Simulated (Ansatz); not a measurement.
# Lattice dynamics of W2NO2 monolayer

Wanted: vibrations and spectra of W2NO2 monolayer; the cell is already relaxed. After the zone centre comes a 4×4×1 q mesh on a 20×20×1 k mesh.

Method: DFT LDA, scalar-relativistic, plane waves, PAW; PAW set soft_1, in Ansatz 0.2.0.

## (1) The structure

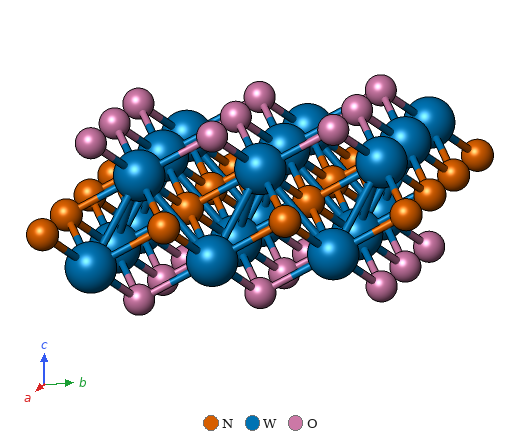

The cell as given, slightly off an axis (nitrogen orange, tungsten blue, oxygen pink). 3×3×1 cells are drawn. Some periodic images of atoms are drawn too.

The cell holds 5 atoms: 1 N, 2 W and 2 O. Cell: a = 3.137 Å, b = 3.137 Å, c = 32.600 Å, α = 90.0°, β = 90.0°, γ = 120.0°. Vacuum lies along c.

## (2) Linear response at the zone centre

The cell comes from relaxations at this level that are not shown. The zone centre comes first: it holds the modes that light can see, as far as symmetry allows. No field response is asked, since the mesh shows no gap.

input.yaml reads:

```yaml
crystal:
  lattice:
    - [3.1366917155, 0.0, 0.0]
    - [-1.5683458578, 2.7164547095, 0.0]
    - [0.0, 0.0, 32.6]
  atoms:
    - { symbol: "N", position: [0.0, 0.0, 0.3067484663] }
    - { symbol: W, position: [0.3333333333, 0.6666666667, 0.3382232602] }
    - { symbol: W, position: [0.6666666667, 0.3333333333, 0.2752736724] }
    - { symbol: O, position: [0.6666666667, 0.3333333333, 0.3694467436] }
    - { symbol: O, position: [0.3333333333, 0.6666666667, 0.244050189] }
  periodic: [true, true, false]
kpoints:
  mp_grid: { grid: [18, 18, 1] }
hamiltonian:
  xc: lda
  pseudopotentials: { kind: paw, azcp: { folder: soft_1 }, xc_functional: pbe }
scf:
  occupations: { method: methfessel_paxton, width: 0.2 }
output:
  eigenvalues: true
phonons:
  method: dfpt
```

Run with:

```sh
$ ansatz run input.yaml --threads 4 --pin off --max-ram 16384MiB --backend cpu --events-out ev --progress --plain --runs-dir out
```

Numbers of over 12 decimals in the logs are rounded to 6 here.

The log of the run:

```text
Warning: crystal.symmetry: narrowed to the stabiliser of the run's FFT grids — unitary ops 12 → 6. A phonons.method: dfpt run fills in the rows of the dynamical matrix that it does not solve by its symmetry operations, which is exact only for operations that map its FFT grids onto themselves: filled in by any other, the frequencies could depend on the order in which like atoms are typed, or, by more than the grids' own error, on where the crystal sits among the grids' points. Excluded: 6 operations. The run can therefore solve more perturbations, solve them on more k-points, or both, and cost more. [rest of the remark cut]
Engine: ansatz 0.2.0, aarch64-unknown-linux-gnu
Pseudopotentials: kind: paw
Pseudopotential: N, paw, valence charge 5, recommended cutoff 420 eV (normal), soft_1/N.paw.azcp
Pseudopotential: W, paw, valence charge 14, recommended cutoff 420 eV (normal), soft_1/W.paw.azcp
Pseudopotential: O, paw, valence charge 6, recommended cutoff 420 eV (normal), soft_1/O.paw.azcp
Functional definition: SPW92
  exchange = slater_x
  correlation = pw_c
Crystal: 5 atoms, lattice volume = 277.774 Å³
Basis set: ecut = 420 eV, 5401 PW (Γ), exchange–correlation on 48×48×450 points (8 copies of the dense FFT grid, shifted against one another)
Bands: 28, of which v1, the nominal top of the filled ones, is band 23 counted from 1 (22 counted from 0)
Symmetry: 12 space group operations
k-points: 91 of 324 (irreducible under 2 space group operations, time reversal used)
Non-local potential: N, projectors of the file, l = 0: 2, l = 1: 2, l = 2: 1
Non-local potential: W, projectors of the file, l = 0: 3, l = 1: 2, l = 2: 2, l = 3: 1
Non-local potential: O, projectors of the file, l = 0: 2, l = 1: 2, l = 2: 1
PAW form: soft (Blöchl's): semilocal exchange-correlation on the pseudo side does not see the compensation charge
PAW frozen core: N, regenerated for the run's functional, and the local potential with it (the file was generated under x = pbe(κ = 0.804, μ = 0.219515), c = pbe(β = 0.066725))
PAW frozen core: W, regenerated for the run's functional, and the local potential with it (the file was generated under x = pbe(κ = 0.804, μ = 0.219515), c = pbe(β = 0.066725))
PAW frozen core: O, regenerated for the run's functional, and the local potential with it (the file was generated under x = pbe(κ = 0.804, μ = 0.219515), c = pbe(β = 0.066725))
PAW one-centre angular grid: N, 110 points (default); XC on 64 Gauss nodes
PAW one-centre angular grid: W, 590 points (default); XC on 64 Gauss nodes
PAW one-centre angular grid: O, 110 points (default); XC on 64 Gauss nodes
Initial density: superposition of atomic densities (neutral atoms: chi_scale 0, normalization atom)
Initial wavefunctions: pseudopotential atomic-orbital guess
Functional: x = slater, c = lda
SCF iter   1: F=—  HF=-21750.219676 eV  |F-HF|=—  |Δ(HF+E_count)|=         —  Δρ=7.29e-2  dr2=1.61e1  ethr=3.10e-3  ⟨swp⟩=13.0  Hψ=19840  notcnv=0
preconditioner: auto → LDOS  [metal: Δε(μ)=0.040 eV  Ē_g=11.932 eV  σ=0.200 eV  W_gap=0.17  n_scr=20 (ndim 8)  ℏωp=12.0 eV  f_vac=0.778  D(μ)=2.23/eV (n_scr^D=12)  β→1.0]
SCF iter   2: F=—  HF=-21748.360050 eV  |F-HF|=—  |Δ(HF+E_count)|=    1.86e0  S|Δr|=    0.00e0  Δρ=7.15e-2  dr2=1.11e1  ethr=3.10e-3  ⟨swp⟩=5.9  Hψ=10547  notcnv=0  defer=90
SCF iter   3: F=—  HF=-21745.973267 eV  |F-HF|=—  |Δ(HF+E_count)|=    2.39e0  S|Δr|=    0.00e0  Δρ=1.39e-2  dr2=5.05e-1  ethr=3.10e-3  ⟨swp⟩=4.9  Hψ=8641  notcnv=0  defer=84
SCF iter   4: F=—  HF=-21745.870352 eV  |F-HF|=—  |Δ(HF+E_count)|=   1.03e-1  S|Δr|=    0.00e0  Δρ=2.63e-3  dr2=1.86e-2  ethr=1.12e-3  ⟨swp⟩=3.1  Hψ=5726  notcnv=0  defer=91
SCF iter   5: F=—  HF=-21745.867570 eV  |F-HF|=—  |Δ(HF+E_count)|=   2.78e-3  S|Δr|=    0.00e0  Δρ=4.39e-4  dr2=4.90e-4  ethr=4.13e-5  ⟨swp⟩=3.8  Hψ=6584  notcnv=0  defer=91
SCF iter   6: F=—  HF=-21745.867599 eV  |F-HF|=—  |Δ(HF+E_count)|=   2.87e-5  S|Δr|=    0.00e0  Δρ=1.17e-4  dr2=2.49e-5  ethr=1.09e-6  ⟨swp⟩=3.3  Hψ=5809  notcnv=0  defer=91
SCF iter   7: F=—  HF=-21745.867645 eV  |F-HF|=—  |Δ(HF+E_count)|=   4.66e-5  S|Δr|=    0.00e0  Δρ=2.79e-5  dr2=1.30e-6  ethr=5.52e-8  ⟨swp⟩=3.5  Hψ=5872  notcnv=0  defer=91
SCF iter   8: F=—  HF=-21745.867477 eV  |F-HF|=—  |Δ(HF+E_count)|=   1.68e-4  S|Δr|=    0.00e0  Δρ=5.55e-6  dr2=4.31e-8  ethr=2.90e-9  ⟨swp⟩=4.0  Hψ=6770  notcnv=0  defer=91
SCF iter   9: F=—  HF=-21745.867478 eV  |F-HF|=—  |Δ(HF+E_count)|=   4.83e-7  S|Δr|=    0.00e0  Δρ=1.15e-6  dr2=2.89e-9  ethr=9.57e-11  ⟨swp⟩=3.8  Hψ=6496  notcnv=0  defer=91
SCF iter  10: F=—  HF=-21745.867478 eV  |F-HF|=—  |Δ(HF+E_count)|=   5.38e-8  S|Δr|=    0.00e0  Δρ=2.34e-7  dr2=1.08e-10  ethr=6.43e-12  ⟨swp⟩=3.7  Hψ=5876  notcnv=0  defer=91
SCF iter  11: F=-21745.867478 eV  HF=-21745.867478 eV  |F-HF|=2.33e-10  |Δ(HF+E_count)|=   6.34e-9  S|Δr|=    0.00e0  Δρ=4.71e-8  dr2=4.02e-12  ethr=1.00e-12  ⟨swp⟩=26.0  Hψ=25901  notcnv=0
SCF 1 converged in 11 iterations: F = -21745.867478 eV  dr2 = 4.02e-12
  greatest PAW one-centre occupation: 0.999 electrons in one spin orbital (limit 2), on the W atom at site 2 (counted from 0), in its partial waves of l = 0
DFPT response loops at Γ: preconditioner auto → none (partly filled bands, converged f_vac=0.788); β = 0.50; Broyden in place of MSR1
SCF converged after 11 iterations
Stability not checked: this state was not tested for a lower state beside it, because cold or Methfessel-Paxton smearing, or corrected tetrahedra, fill the levels in a way that the test cannot read (fill_not_monotonic; see scf.lower_state_search)
Free energy (F): -21745.867478 eV
Harris-Foulkes:  -21745.867478 eV  (|F-HF|=2.33e-10)
Internal energy: -21745.867053 eV  (E = F + TS)
E sigma→0 (E₀):  -21745.867372 eV
Entropy (-TS):   -0.000424 eV (-0.085 meV/atom)
Fermi energy:    -5.749521 eV
--- Per-component energies (eV) ---
  E_band       = -1270.749946
  E_kinetic    = 1315.567996
  E_local      = -142347.358468  (includes V_loc(G=0)·N_el)
  E_nonlocal   = 106.561795
  E_hartree    = 70408.915317
  E_xc         = -731.749087
  E_vxc        = -719.503127  (∫ρ·V_xc dr)
  E_paw        = -17071.159673  (= ΣΔE_a)
  E_vpaw       = -443.851682  (= ΣTr[D̂ρ^β])
  E_aug_tail   = 0.002751  (compensation charges beyond the density's cutoff)
  E_ewald      = 66572.511931
  E_core_change = 0.840386  (= ΣΔE_core)
  E_smearing   = -0.000424  (= −TS)
  E_closure    = -0.000000  (closes the sum)
  Σ components = -21745.867478   (vs F -21745.867478, Δ=0.00e0)
--- Band table (eV; the first three rows and the last of 91) ---
  k-point 0: bands = [... 19 lower, -9.5370, -8.6271, -8.6271, -6.4374, -4.6120, -4.6120, -4.3274, -2.8098, ... 1 higher]
  k-point 1: bands = [... 19 lower, -9.4485, -8.3834, -8.3590, -6.4846, -4.5794, -4.5343, -4.2990, -2.9290, ... 1 higher]
  k-point 2: bands = [... 19 lower, -9.3056, -8.1166, -7.8946, -6.5114, -4.4656, -4.3693, -4.2081, -3.1208, ... 1 higher]
  k-point 90: bands = [... 19 lower, -9.9176, -7.4535, -6.7297, -5.7319, -4.1726, -3.5719, -3.4282, -2.5132, ... 1 higher]
--- Phonons (Γ-DFPT): 10 representative perturbations + reference, on 91 of 324 k-points (Σ response iterations 55) ---
  ASR residual: 6.811e-5 → 0.000e0 eV/Å²; symmetrization residual: 1.461e-5 eV/Å²
  The last average, over the group as it would stand without the narrowing to the FFT grids, took up to 2.415e-6 eV/Å² of the zone centre's force constants
  ASR residual per site (eV/Å²): 3.73e-5 6.09e-5 6.81e-5 3.16e-5 2.75e-5
  Γ frequencies (cm⁻¹): 0.00 0.00 0.00 119.98 119.98 234.21 391.25 391.25 428.69 428.69 463.53 542.08 552.57 716.49 716.49
  non-analytic LO–TO correction: not included (Born effective charges unavailable; polar crystals: no LO–TO splitting at Γ)
```

Wall time 4.3 min (4 threads of Arm Neoverse V1, shared host); peak memory 2.2 GiB; 17 min of CPU time.

Reading the cycles: dr2 is the Hartree energy of the density residual (eV), the measure of convergence; HF is the Harris–Foulkes estimate of the energy, which meets the free energy F at convergence.

Numbers from this step:

```yaml
gap_on_the_k_mesh: 0 eV
sum_rule_residual_before_enforcement: 6.81e-5 eV/Å²
point_group: -3m
area_per_atom: 1.704 Å²
highest_optical_mode_at_the_zone_centre_no_lo_to_term: 716.5 cm⁻¹
lowest_optical_zone_centre_mode: 120.0 cm⁻¹
```

Patterns of degenerate modes are one choice out of their space. The modes at Γ (shares of kinetic energy by element, %):

```csv
mode,frequency (cm⁻¹),symmetry,N %,W %,O %
1,0.0,acoustic,3,89,8
2,0.0,acoustic,3,89,8
3,0.0,acoustic,3,89,8
4,120.0,Eg,0,95,5
5,120.0,Eg,0,95,5
6,234.2,A1g,0,92,8
7,391.2,Eu,2,9,89
8,391.2,Eu,2,9,89
9,428.7,Eg,0,5,95
10,428.7,Eg,0,5,95
11,463.5,A2u,64,9,26
12,542.1,A1g,0,8,92
13,552.6,A2u,33,2,66
14,716.5,Eu,95,2,3
15,716.5,Eu,95,2,3
```

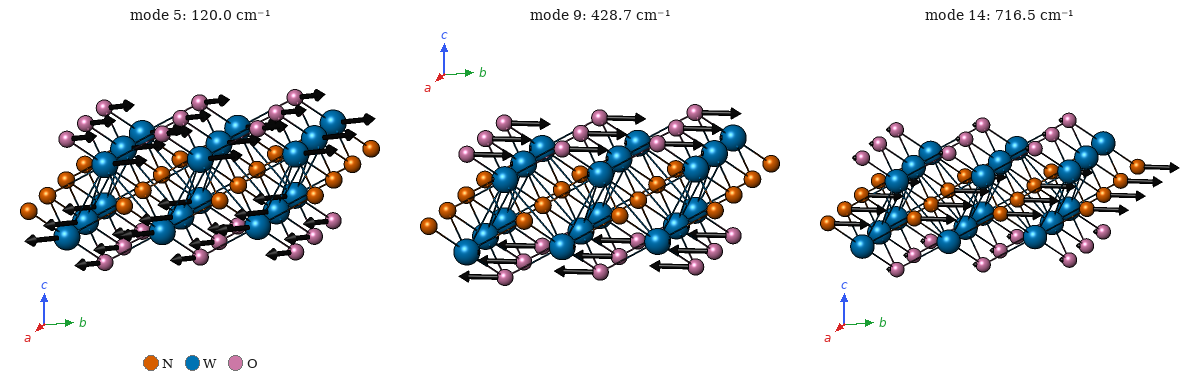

Displacement patterns of modes 5, 9 and 14 at Γ; arrows are exaggerated. 3×3×1 cells are drawn. Some periodic images of atoms are drawn too.

Before it was imposed, the acoustic sum rule was missed by 6.8e-5 eV/Å². Small misses are needed for a sound result but don't prove that mesh and cutoff are converged. The lowest optical mode is real, 120 cm⁻¹.

## (3) The dispersion

Stability and thermal properties need the whole zone. Linear response on a 4×4×1 q mesh gives force constants as far as a supercell of that size would.

input.yaml, as its differences from that of step 2:

```diff
@@ -13,3 +13,3 @@
 kpoints:
-  mp_grid: { grid: [18, 18, 1] }
+  mp_grid: { grid: [20, 20, 1] }
 hamiltonian:
@@ -23 +23,10 @@
   method: dfpt
+  qmesh: [4, 4, 1]
+  temperatures: { t_max: 1000, t_step: 50 }
+  qpath:
+    path:
+      - [0.0, 0.0, 0.0]
+      - [0.5, 0.0, 0.0]
+      - [0.33333333, 0.33333333, 0.0]
+      - [0.0, 0.0, 0.0]
+    npoints: 10
```

The log of the run:

```text
[...]
Crystal: 5 atoms, lattice volume = 277.774 Å³
Basis set: ecut = 420 eV, 5401 PW (Γ), exchange–correlation on 48×48×450 points (8 copies of the dense FFT grid, shifted against one another)
Bands: 28, of which v1, the nominal top of the filled ones, is band 23 counted from 1 (22 counted from 0)
Symmetry: 12 space group operations
k-points: 44 of 400 (irreducible under 6 space group operations, time reversal used)
[...]
SCF iter   1: F=—  HF=-21750.219210 eV  |F-HF|=—  |Δ(HF+E_count)|=         —  Δρ=7.29e-2  dr2=1.61e1  ethr=3.10e-3  ⟨swp⟩=13.0  Hψ=9548  notcnv=0
[...]
SCF iter  11: F=-21745.867311 eV  HF=-21745.867311 eV  |F-HF|=5.46e-11  |Δ(HF+E_count)|=   5.88e-9  S|Δr|=    0.00e0  Δρ=4.30e-8  dr2=2.94e-12  ethr=1.00e-12  ⟨swp⟩=25.8  Hψ=12491  notcnv=0
SCF 1 converged in 11 iterations: F = -21745.867311 eV  dr2 = 2.94e-12
[...]
phonons: the bands overlap, so this run is a metal and interpolates without the dipole-dipole term. If the crystal is really an insulator or semiconductor, its LO-TO splitting is missing
NSCF: frozen V_eff on 44 k-points
WARN: eigensolver did not converge (k=8): 1 band(s) unlocked after 2 eigensolves, warm-restarted (20 sweeps on the last) at ethr=1.66e-12 eV (storage-precision floor; scheduled 1.00e-12 eV) (lowest unlocked band 27, counted from 0; max residual 7.41e-6 eV among the unlocked bands, 7.41e-6 eV over every band; other slots of this pass that fall short are told together in one closing line; warning suppressed until the next SCF loop or pass starts)
WARN: eigensolver did not converge in 5 slots of this pass, the one above among them; of largest residual over every band (k=17): 1 band(s) unlocked (lowest unlocked band 27, counted from 0; max residual 5.71e-5 eV among the unlocked bands, 5.71e-5 eV over every band); of lowest unlocked band (k=8): band 27
[...]
DFPT response loops at q = (0, 0, 0) (fractional): preconditioner auto → none (partly filled bands, converged f_vac=0.788); β = 0.50; Broyden in place of MSR1
[...]
SCF converged after 11 iterations
[...]
Free energy (F): -21745.867311 eV
[...]
Internal energy: -21745.866150 eV  (E = F + TS)
E sigma→0 (E₀):  -21745.867021 eV
Entropy (-TS):   -0.001161 eV (-0.232 meV/atom)
Fermi energy:    -5.748076 eV
[...]
--- Band table (eV; the first three rows and the last of 44) ---
  k-point 0: bands = [... 19 lower, -9.5371, -8.6266, -8.6266, -6.4369, -4.6114, -4.6114, -4.3270, -2.8094, ... 1 higher]
  k-point 1: bands = [... 19 lower, -9.4638, -8.4167, -8.4009, -6.4770, -4.5852, -4.5475, -4.3040, -2.9088, ... 1 higher]
  k-point 2: bands = [... 19 lower, -9.3263, -8.1554, -7.9886, -6.5169, -4.4957, -4.4020, -4.2320, -3.0887, ... 1 higher]
  k-point 43: bands = [... 19 lower, -10.4390, -6.9355, -6.7237, -6.5410, -3.8584, -3.7114, -3.1575, -1.5258, ... 1 higher]
--- Phonons (Γ-DFPT): 10 representative perturbations + reference (Σ response iterations 56) ---
  ASR residual: 5.062e-5 → 0.000e0 eV/Å²; symmetrization residual: 4.394e-6 eV/Å²
[...]
ASR residual per site (eV/Å²): 1.92e-5 5.06e-5 4.85e-5 3.99e-5 3.57e-5
[...]
--- Phonons (arbitrary-q DFPT): 4 irreducible q on the 4×4×1 mesh ---
  q = [0.0000, 0.0000, 0.0000] (star 1, of the zone-centre solve; hermiticity 2.64e-7, symmetrization 5.15e-11, taken by the last average 6.41e-8): -0.00 0.00 0.00 118.54 118.54 234.38 391.22 391.22 427.75 427.75 463.60 541.79 552.50 716.35 716.35
  q = [0.0000, 0.2500, 0.0000] (star 6, 15 solved perturbations on 210 of 400 k-point pairs; hermiticity 2.97e-7, symmetrization 1.11e-10, taken by the last average 1.27e-7): -139.14 -86.39 60.30 125.38 132.32 196.40 351.30 395.34 420.37 446.03 480.87 504.41 535.99 717.80 727.09
[...]
q = [0.2500, 0.2500, 0.0000] (star 6, 10 solved perturbations in 3050 linear systems a pass and spin channel, the states on 400 of 400 k-point pairs; hermiticity 1.97e-7, symmetrization 5.55e-11, taken by the last average 1.62e-7): -144.09 22.49 118.62 131.92 153.92 232.12 369.03 423.48 425.93 427.32 472.95 482.42 525.45 718.99 744.19
  sum rule: each row above includes the acoustic sum rule's correction from the zone centre's row sums; it moved no ω² by more than (0.82 cm⁻¹)²
  mesh force constants: q→R imaginary residual 5.90e-18; ASR residual 5.062e-5 → 0.000e0 eV/Å²; symmetrization residual 1.066e-14 eV/Å²
  interpolated dispersion: 31 rows × 15 modes
  density of states and harmonic sums: on the 24×24×1 q-mesh, interpolated from the force constants of a 4×4×1 supercell (no non-analytic term)
  largest difference from the sums on the solved wave vectors: F 6.89e-2 eV, S 8.94e-5 and C_V 2.08e-5 eV/K
  zero-point energy: 0.320805 eV/cell   skipped modes (ω ≤ 0): 117, of them read as no rigid motion or as one in doubt: 114 (1.920e0 modes/cell left out, lowest -162.65 cm⁻¹)   left out of the sums: 1.28e-1 of the cell's modes: C_V's classical limit lies that fraction below 3 k_B per atom; for a crystal, a wire or a layer, F and S can be off by more, and a phonons.interpolated_qmesh denser along its periods is the remedy for the sampling
```

Wall time 35 min (4 threads); peak memory 5.5 GiB; 2.3 h of CPU time.

Numbers from this step:

- sum-rule residual before enforcement: 5.06e-5 eV/Å²
- lowest frequency on the path: -162.6 cm⁻¹
- highest frequency on the path or at a solved wavevector: 747.4 cm⁻¹
- highest optical mode at the zone centre (no LO-TO term): 716.4 cm⁻¹
- lowest optical zone-centre mode: 118.5 cm⁻¹
- lowest mode on the q mesh (acoustic modes at Γ apart): -144.1 cm⁻¹

Frequencies (cm⁻¹) solved at each irreducible wavevector; negative means imaginary. Frequencies by wavevector, by row:

```csv
q in reciprocal lattice units,star,mode 1,mode 2,mode 3,mode 4,mode 13,mode 14,mode 15
0 0 0,1,0,0,0,118.5,552.5,716.4,716.4
0 0.25 0,6,-139.1,-86.4,60.3,125.4,536,717.8,727.1
0 -0.5 0,3,-134.6,-44,136.6,144.1,515.9,691.7,724.5
0.25 0.25 0,6,-144.1,22.5,118.6,131.9,525.5,719,744.2
```

Interpolated from a 4×4×1 q mesh. Phonon branches along the path, in cm⁻¹:

```csv
point,branch 1,branch 2,branch 3,branch 4,branch 12,branch 13,branch 14,branch 15
Γ,0,0,0,118,542,552,716,716
M,-135,-44,137,144,494,516,692,724
K,-51,43,43,144,474,528,743,743
Γ,0,0,0,118,542,552,716,716
```

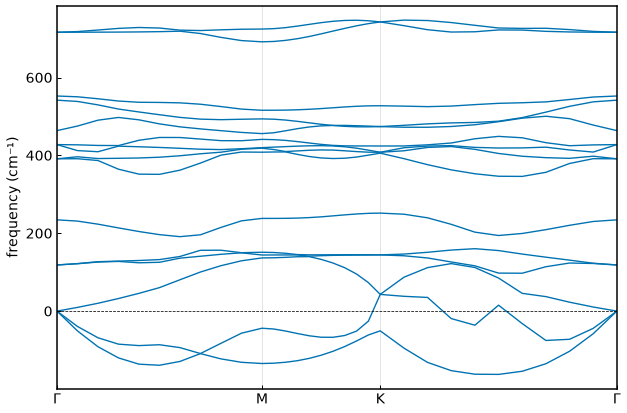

Phonon branches along the path.

The phonon density of states has structure finer than the step of the table below, so its rows give means over 50 cm⁻¹, whole bins alone (the curve runs from -165 to 745 cm⁻¹). Peaks (cm⁻¹: height): 145.0: 0.0601, 195.0: 0.0253, 395.0: 0.0443, 425.0: 0.0929, 475.0: 0.0644, 525.0: 0.0475, 725.0: 0.0741.

Tetrahedra on a 24×24×1 mesh, mean over bins of 10 cm-1. Interpolated from a 4×4×1 q mesh. Phonon density of states against wavenumber; means over each step:

```csv
wavenumber (cm⁻¹),phonon density of states (1/cm⁻¹/cell)
-100,0.0107
-50,0.0128
0,0.00364
50,0.00513
100,0.0171
150,0.0369
200,0.0123
250,0.00768
300,0
350,0.0103
400,0.0464
450,0.0332
500,0.0354
550,0.0147
600,0
650,0
700,0.0238
```

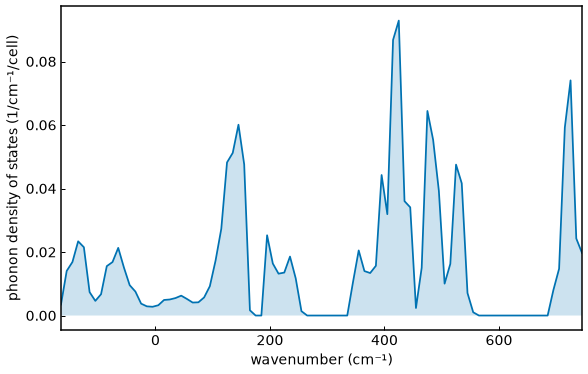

Phonon density of states against wavenumber.

(Continued in part 2 of 2.)

[Logs are printed without paths, hosts, clocks, repeated set-up lines and the standing remarks that a program may print on its own settings, such as how far it seeks lower states.]

[Hosts, paths, dates, database ids (printed as entryN), source tags and the programs' standing remarks are cut or masked in the printed files.]
